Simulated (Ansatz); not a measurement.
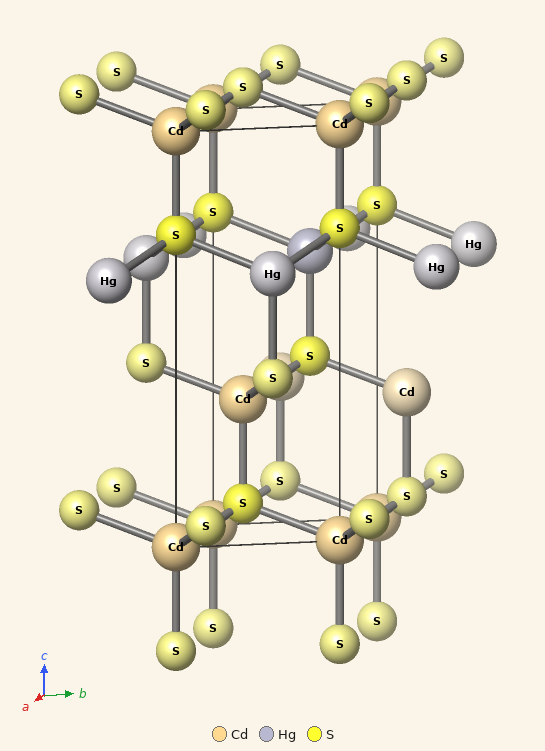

A ball-and-stick rendering, viewed slightly off an axis. The parallelepiped is the simulation cell. Periodic images bonded to atoms of the box are shown as well, in fainter colours.

The input file of the run:
```yaml
crystal:
  lattice:
    - [4.2083124819, 0.0, 0.0]
    - [-2.104156241, 3.6445055164, 0.0]
    - [0.0, 0.0, 10.2898583267]
  atoms:
    - { symbol: Cd, position: [0.0, 0.0, 0.0016241086] }
    - { symbol: Cd, position: [0.6666666667, 0.3333333333, 0.3330594962] }
    - { symbol: Hg, position: [0.3333333333, 0.6666666667, 0.6658967157] }
    - { symbol: S, position: [0.0, 0.0, 0.7520355733] }
    - { symbol: S, position: [0.3333333333, 0.6666666667, 0.4141796963] }
    - { symbol: S, position: [0.6666666667, 0.3333333333, 0.08320441] }
basis:
  ecutwfc: 420
kpoints:
  mp_grid: { grid: [12, 12, 4] }
  band_path:
    path:
      - [[0.0, 0.0, 0.0], [0.5, 0.0, 0.0], [0.33333333, 0.33333333, 0.0], [0.0, 0.0, 0.0], [0.0, 0.0, 0.5], [0.5, 0.0, 0.5], [0.33333333, 0.33333333, 0.5], [0.0, 0.0, 0.5]]
      - [[0.5, 0.0, 0.5], [0.5, 0.0, 0.0]]
      - [[0.33333333, 0.33333333, 0.5], [0.33333333, 0.33333333, 0.0]]
    npoints: 14
hamiltonian:
  xc: pbe
scf:
  occupations: { method: gaussian, width: 0.02 }
  n_extra_bands: 15
output:
  forces: true
  stress: true
  eigenvalues: true
  populations: true
  dos: { projected: true, de: 0.02, nscf_kmesh: { grid: [18, 18, 6] } }
  bader: true
  write_density: true
  write_potential: true
  elf: true
  volumetric_format: npy
```
Run as:
```sh
ansatz run input.yaml --threads 1 --pin off --max-ram 2560MiB --backend cpu --events-out ev --progress --plain --runs-dir out
```

Setup: DFT PBE, scalar-relativistic, plane waves, PAW in Ansatz 0.2.0; 420 eV cutoff, k-grid 12×12×4, Gaussian smearing of 0.02 eV, no spin polarisation.

**How are the electrons shared out in a Bader analysis?**

Cd +0.86 e; Hg +0.53 e; S -0.85 to -0.62 e. The transfer is large, as in an ionic solid.

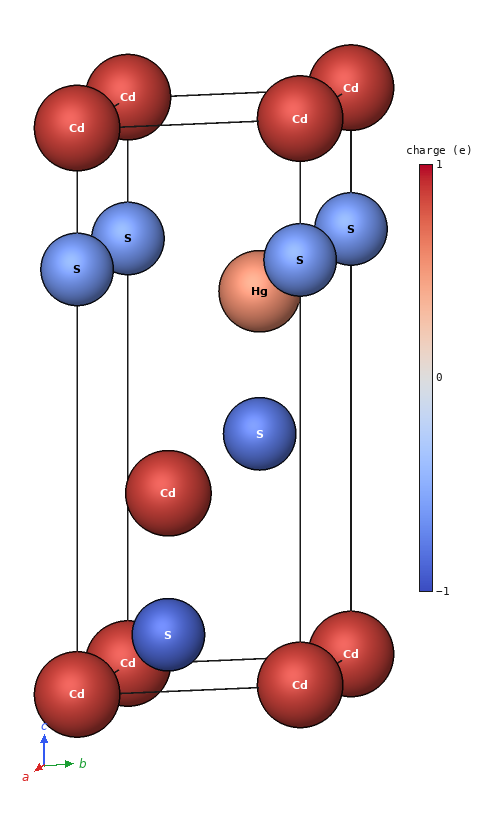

The atoms coloured by those charges.

The starting point was a structure type filled with these elements by a generator (whether the compound takes this form wasn't checked). Earlier steps of the study may have refined or changed the cell and positions. It went into a calculation with Ansatz.
